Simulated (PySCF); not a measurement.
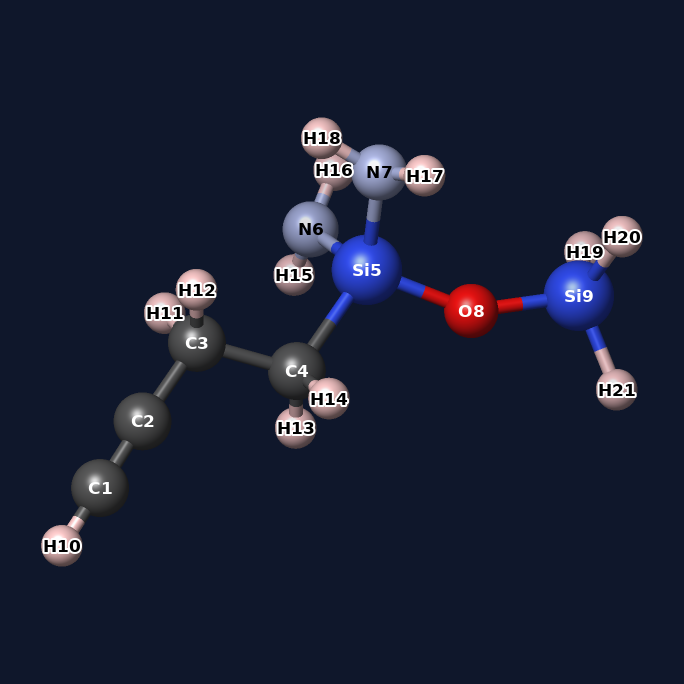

Computed geometry: GFN2-xTB optimisation. No frequency run is at hand to confirm it as a minimum. Electric field gradients from the ground-state density, PBE0/pcSseg-1 (PySCF 2.14.0), non-relativistic apart from any core potentials.

Give the largest field-gradient component, the quadrupole coupling constant and the asymmetry for 14N at N6 (Q = 20.44 mb), 14N at N7 (Q = 20.44 mb), 17O at O8 (Q = −25.6 mb), 2H at H10 (Q = 2.86 mb), 2H at H11 (Q = 2.86 mb), 2H at H12 (Q = 2.86 mb), 2H at H13 (Q = 2.86 mb).

```json
{"atom": "N6", "V_zz (a.u.)": "−0.887", "e²qQ/h (MHz)": "−4.26", "η": "0.38"}
{"atom": "N7", "V_zz (a.u.)": "−0.888", "e²qQ/h (MHz)": "−4.26", "η": "0.38"}
{"atom": "O8", "V_zz (a.u.)": "1.040", "e²qQ/h (MHz)": "−6.25", "η": "0.02"}
{"atom": "H10", "V_zz (a.u.)": "0.399", "e²qQ/h (MHz)": "0.268", "η": "0.00"}
{"atom": "H11", "V_zz (a.u.)": "0.298", "e²qQ/h (MHz)": "0.200", "η": "0.02"}
{"atom": "H12", "V_zz (a.u.)": "0.300", "e²qQ/h (MHz)": "0.202", "η": "0.03"}
{"atom": "H13", "V_zz (a.u.)": "0.312", "e²qQ/h (MHz)": "0.210", "η": "0.04"}
```

The geometry is semi-empirical. Around Si such bond lengths and angles can be off by a tenth of an ångström or more and by several degrees, and values that hang on the shape move with them.
